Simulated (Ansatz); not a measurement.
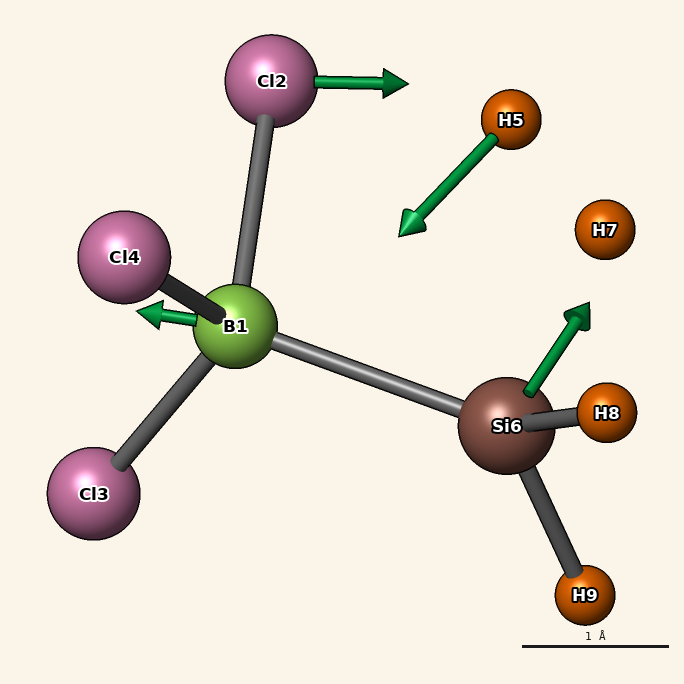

Arrows show the forces on the atoms, 0.7 Å of arrow for 1 eV/Å; forces under a tenth of the largest aren't drawn. Level of theory: PBE0-D4/def2-SVP (Ansatz 0.2.0).

**On which atom is the force largest, and how large is it?**

On H5: 1.52 eV/Å.

List the force components in the frame of the picture (x right, y up, z towards the viewer), in eV/Å.

```tsv
atom	Fx	Fy	Fz
B1	−0.61	0.09	−0.01
Cl2	0.94	−0.02	−0.05
Cl3	−0.01	−0.01	−0.01
Cl4	−0.01	0.00	0.02
H5	−0.94	−0.98	0.66
Si6	0.61	0.91	−0.60
H7	0.01	0.00	0.00
H8	0.00	0.00	0.00
H9	0.00	0.00	0.00
```
